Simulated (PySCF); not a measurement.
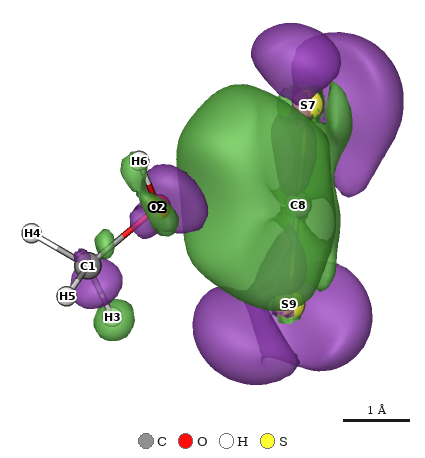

C2H4OS2, SMILES `CO.S=C=S`. Density of the complex less the densities of the two fragments at the same geometry, ±0.0015 e/Å³ (purple: gain, green: loss). Fragment A: H4CO (atoms 1–6); fragment B: CS2.

Level of theory: TPSS/def2-TZVP (PySCF), at a geometry from GFN2-xTB. GFN2-xTB bond lengths at metals and heavier atoms can be off by up to 0.1 Å and shapes distorted, which carries into these values.

Input script:

```python
import numpy as np
from pyscf import gto, scf, dft
from pyscf.scf import atom_ks, atom_hf
from scipy.linalg import block_diag
from pyscf.dispersion import dftd3

def solve(mol, dm0=None, hcore=None):
    mf = (dft.UKS if mol.spin else dft.RKS)(mol, xc='tpss')
    mf.grids.level = 3
    mf = mf.density_fit(auxbasis='def2-universal-jkfit')
    mf.conv_tol, mf.max_cycle = 1e-8, 80
    if hcore is not None:
        mf.get_hcore = lambda *args: hcore
    mf.kernel(dm0)
    if not mf.converged:
        mf = mf.newton().run(mf.mo_coeff, mf.mo_occ, max_cycle=30)
    assert mf.converged, 'SCF not converged'
    return mf

mol = gto.M(atom='''
C      2.73543     0.00226    -0.24233
O      1.72089    -0.77941     0.34099
H      2.32640     1.00450    -0.35783
H      3.02306    -0.37974    -1.22756
H      3.62374     0.05285     0.39572
H      2.04823    -1.67656     0.46580
S     -1.52023    -1.29461    -0.07595
C     -1.06740     0.18477    -0.01053
S     -0.65457     1.67661     0.04552
''', basis='def2-tzvp', charge=0, spin=0, verbose=4)
mol_a = gto.M(atom='''
C      2.73543     0.00226    -0.24233
O      1.72089    -0.77941     0.34099
H      2.32640     1.00450    -0.35783
H      3.02306    -0.37974    -1.22756
H      3.62374     0.05285     0.39572
H      2.04823    -1.67656     0.46580
ghost-S     -1.52023    -1.29461    -0.07595
ghost-C     -1.06740     0.18477    -0.01053
ghost-S     -0.65457     1.67661     0.04552
''', basis='def2-tzvp', charge=0, spin=0, verbose=4)
mol_b = gto.M(atom='''
ghost-C      2.73543     0.00226    -0.24233
ghost-O      1.72089    -0.77941     0.34099
ghost-H      2.32640     1.00450    -0.35783
ghost-H      3.02306    -0.37974    -1.22756
ghost-H      3.62374     0.05285     0.39572
ghost-H      2.04823    -1.67656     0.46580
S     -1.52023    -1.29461    -0.07595
C     -1.06740     0.18477    -0.01053
S     -0.65457     1.67661     0.04552
''', basis='def2-tzvp', charge=0, spin=0, verbose=4)
ab, a, b = solve(mol), solve(mol_a), solve(mol_b)
e_int = ab.e_tot - a.e_tot - b.e_tot
print('counterpoise-corrected interaction energy / kcal/mol', e_int * 627.5095)
def disp(atoms, charge):
    m = gto.M(atom=atoms, charge=charge, basis='sto-3g', spin=None, unit='Bohr', verbose=0)
    return dftd3.DFTD3Dispersion(m, xc='tpss', version='d3bj').get_dispersion()['energy']
e_disp = disp(mol._atom, mol.charge) - disp(mol._atom[:6], mol_a.charge) - disp(mol._atom[6:], mol_b.charge)
print('D3(BJ) part / kcal/mol', e_disp * 627.5095)
# spherically averaged free atoms, for the promolecule
atm = atom_ks.get_atm_nrks(mol, xc='tpss')
pro = block_diag(*[(atm[a[0]][2] * atm[a[0]][3]) @ atm[a[0]][2].T for a in mol._atom])
np.savez('result.npz', e_int=e_int, e_disp=e_disp, dm_a=a.make_rdm1(), dm_b=b.make_rdm1(), c=ab.mo_coeff, occ=ab.mo_occ, eps=ab.mo_energy, pro=pro, d=[f.dip_moment(verbose=0) for f in (ab, a, b)])
```

Launched as:

```sh
OMP_NUM_THREADS=1 python input.py
```

The run took 4.8 min on 1 thread of Intel(R) Xeon(R) Processor @ 2.50GHz (Skylake/Cascade Lake), on a shared host, peak memory 0.74 GiB.

Partitions, critical points and surface values were worked out afterwards from this run's density.

How is the density rearranged on binding?

Answer. Hirshfeld charges show 0.005 e passing from A to B. By Hirshfeld charges, electrons gather most on S9 (−0.015 e) and leave C8 most (+0.015 e); 0.05 e is displaced in all, which induces a dipole of 0.32 D.

What is the interaction energy, and which contacts carry it?

Answer. The counterpoise-corrected interaction energy of the frozen fragments is +1.5 kcal/mol without dispersion correction and −0.5 kcal/mol with D3(BJ). The pair geometry is semi-empirical, not a minimum at this level. Contacts: H3···S9, weak C–H hydrogen bond, 3.08 Å, ρ = 0.005 a.u.; O2···C8, 2.97 Å, ρ = 0.009 a.u., a bond path close to vanishing (ellipticity 2.1). The pose is a local one from a semi-empirical search, not shown to be the most stable.
